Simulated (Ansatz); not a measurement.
The figure comes from a scan of TiSi₂ (C54 type, space group Fddd): one Ti atom of a 6-atom cell moves by u along (1.00, 0.00, 0.00) and v along (0.00, 0.00, 1.00). The numbers are results of PBEsol (plane waves to 420 eV, PAW, scalar-relativistic; Ansatz, an electronic-structure program), not measurements. k mesh 10×10×10 (Γ-centred), Fermi-Dirac smearing 0.05 eV. Energies are smeared free energies. With partly filled bands, energies and forces of such displacements shift with the k mesh and the smearing. TiSi2 is run without spin polarisation. TiSi2 was relaxed with its symmetry unable to fall. ΔE is measured from the undisplaced structure. Axes are in Å.

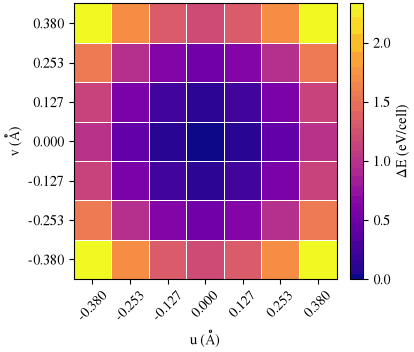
Fig. 1. ΔE (eV/cell), one tile a computed point.

Task: Read the plotted values off the figure, to the accuracy that the plot allows.

Result: To the nearest 0.2:

ΔE (eV/cell), with u across and v down:

```tsv
v \ u	-0.380	-0.253	-0.127	0.000	0.127	0.253	0.380
-0.380	2.4	1.6	1.4	1.2	1.4	1.6	2.4
-0.253	1.6	1.0	0.6	0.6	0.6	1.0	1.6
-0.127	1.2	0.6	0.2	0.2	0.2	0.6	1.2
0.000	1.0	0.4	0.2	0.0	0.2	0.4	1.0
0.127	1.2	0.6	0.2	0.2	0.2	0.6	1.2
0.253	1.6	1.0	0.6	0.6	0.6	1.0	1.6
0.380	2.4	1.6	1.4	1.2	1.4	1.6	2.4
```

(A displaced cell: forces are minus the slopes of the energy, force constants its curvatures, and phonons follow from these.)
